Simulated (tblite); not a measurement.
**Run report: C$_{3}$H$_{4}$BrN$_{3}$, relaxed scan**

C$_{3}$H$_{4}$BrN$_{3}$ (3-bromo-5-methyl-1h-1,2,4-triazole), computed with GFN2-xTB relaxed scan under a harmonic restraint, gas phase (tblite 0.8.0).

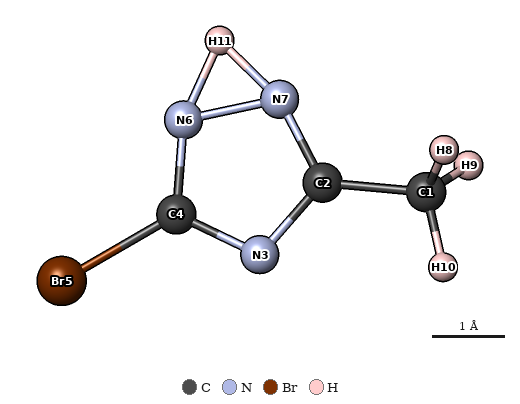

**Figure 1.** The structure as given in the input (ball-and-stick view, seen at a tilt; atoms are numbered from 1 in the order of the input).

Input:
```
{"job": {"xc": "GFN2-xTB", "basis": "xTB", "coordinate": [["d", [10, 6], 1], ["d", [10, 5], -1]], "kind": "drive"}, "charge": 0, "multiplicity": 1}
C     -2.611301     0.813258    -0.477771
C     -1.212567     0.385929    -0.693680
N     -0.305387     1.053080    -1.400874
C      0.796265     0.321996    -1.333584
Br     2.402668     0.766049    -2.144276
N      0.627984    -0.784338    -0.613027
N     -0.690873    -0.738281    -0.195039
H     -2.797819     0.947960     0.586407
H     -3.293086     0.049940    -0.848603
H     -2.785792     1.747696    -1.001476
H      0.079993    -1.617984     0.077580
```

The first line tells a small driver script what to run in tblite; the rest is the geometry in Å.

Launched with:
```bash
OMP_NUM_THREADS=1 python <driver script> task.json out
```

What the program printed:
```
point  coordinate     E/eV
  0      0.184     -578.12155
  1      0.377     -578.50289
  2      0.529     -578.92911
  3      0.653     -579.28989
  4      0.761     -579.57176
  5      0.860     -579.77502
  6      0.953     -579.90073
  7      1.041     -579.94748
```

Key numbers:

- outcome: converged
- hardware: 1 CPU thread, shared host
- wall time: 1 s
- peak memory: 0.18 GiB
